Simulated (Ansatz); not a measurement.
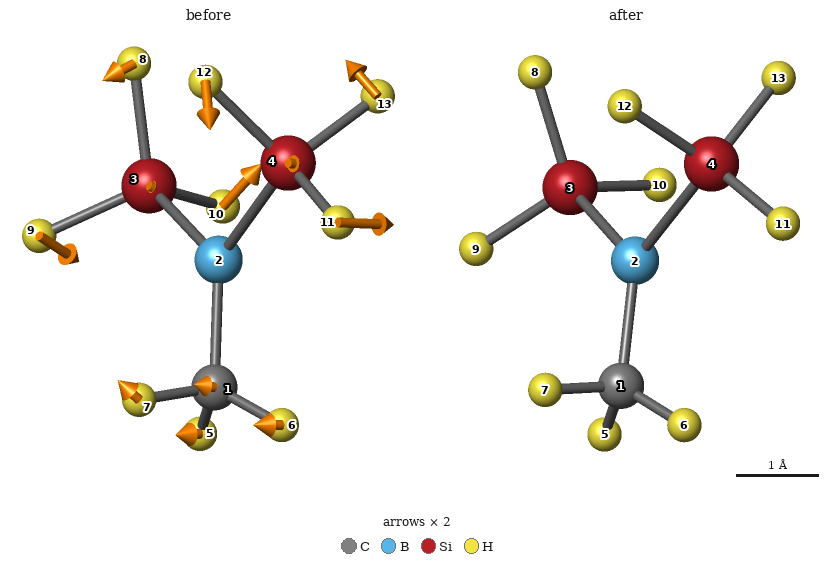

The structure of CH$_{9}$BSi$_{2}$ before (left) and after (right) a relaxation, at one scale. The orange arrows give the displacements, magnified 2 times.

The picture is a ball-and-stick view, seen from a free direction.

The start comes from PBE-D4/def2-SVP.

Level of theory: RKS PBE0-D4/def2-TZVP (Ansatz).

Input file:
```yaml
crystal:
  periodic: [false, false, false]
  atoms:
    - {symbol: C, position_ang: [-0.580240, 1.456238, -0.807733]}
    - {symbol: B, position_ang: [-0.058865, 0.151049, -0.124055]}
    - {symbol: Si, position_ang: [1.114546, 0.287907, 1.527223]}
    - {symbol: Si, position_ang: [-0.539957, -1.699821, -0.792120]}
    - {symbol: H, position_ang: [-0.020699, 2.389057, -0.592119]}
    - {symbol: H, position_ang: [-0.794863, 1.374962, -1.893097]}
    - {symbol: H, position_ang: [-1.584300, 1.585865, -0.323139]}
    - {symbol: H, position_ang: [1.304819, -0.994485, 2.294965]}
    - {symbol: H, position_ang: [0.601090, 1.336049, 2.487691]}
    - {symbol: H, position_ang: [2.482409, 0.749308, 1.072390]}
    - {symbol: H, position_ang: [-1.422716, -1.741426, -2.016360]}
    - {symbol: H, position_ang: [-1.218672, -2.490771, 0.301970]}
    - {symbol: H, position_ang: [0.737749, -2.438731, -1.120918]}
basis:
  gaussian: {orbitals: def2-TZVP}
hamiltonian: {xc: pbe0, dispersion: d4}
relax: {f_tol: 0.005, max_steps: 150}
```

Command:
```bash
ansatz run in.yaml --threads 2 --pin off --events-out ev --progress --plain --max-ram 22528MiB --backend cuda --devices 0, --max-vram 18GiB
```

**What changed between the two?**

H11 moves most after the best rigid fit: 0.45 Å. Largest moves by element: H 0.45 Å, C 0.15 Å, Si 0.11 Å, B 0.02 Å. Among the contacts that change: Si3–H10 1.514 → 1.495 Å, Si3–H8 1.507 → 1.489 Å, C1–H5 1.109 → 1.093 Å, C1–H7 1.122 → 1.106 Å. Bond angles that change, for instance: B2–Si4–H12 110.3° → 107.2°, B2–Si4–H13 108.5° → 111.5°. After 20 accepted moves (22 points after the start) the energy has fallen by 0.039 eV. Largest force component: 0.52 eV/Å at the start, 0.0014 eV/Å at the end. The line search rejected the trial steps at points 14, 16 of the run. The forces were under the threshold at step 4, but the run went on from there. The run took about 60 s of wall time on a shared GPU.
